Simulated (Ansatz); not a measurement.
Process, species as SMILES: C(=O)=C → [CH-]=C=O + H+
B3LYP-D3(BJ)/def2-TZVP geometries, fixed; electronic energies without zero-point terms.

Basis-set convergence of the deprotonation energy at MP2 with Ansatz (a quantum-chemistry and plane-wave program). All functions are spherical. Cores are frozen. No added dispersion term, no relativity. Functions are those of the species that has most. Reference: Hartree-Fock in aug-cc-pVQZ plus the correlation part extrapolated as X^-3 from aug-cc-pVTZ and aug-cc-pVQZ, 368.22 kcal/mol, itself unsure by roughly 0.21 kcal/mol (a third of the extrapolation step and of the last Hartree-Fock step). Deviations are taken from unrounded values.

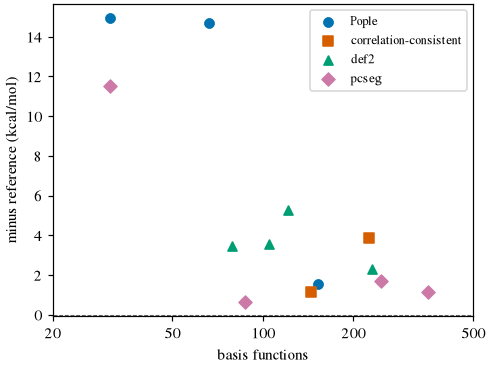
Fig. 1. Deviation from the reference against the number of basis functions, by family of sets.

```csv
basis,functions,deprotonation energy (kcal/mol),minus reference (kcal/mol)
6-31G,31,383.15,14.93
pcseg-0,31,379.75,11.54
6-311G**,66,382.93,14.71
def2-SVPD,79,371.65,3.43
aug-pcseg-1,87,368.86,0.64
def2-TZVP,105,371.76,3.54
def2-TZVPP,121,373.50,5.28
jun-cc-pV(T+d)Z,145,369.34,1.12
"6-311++G(3df,3pd)",153,369.78,1.56
cc-pVQZ,225,372.08,3.86
def2-QZVPP,231,370.51,2.29
pcseg-3,246,369.91,1.69
aug-pcseg-3,353,369.36,1.14
```
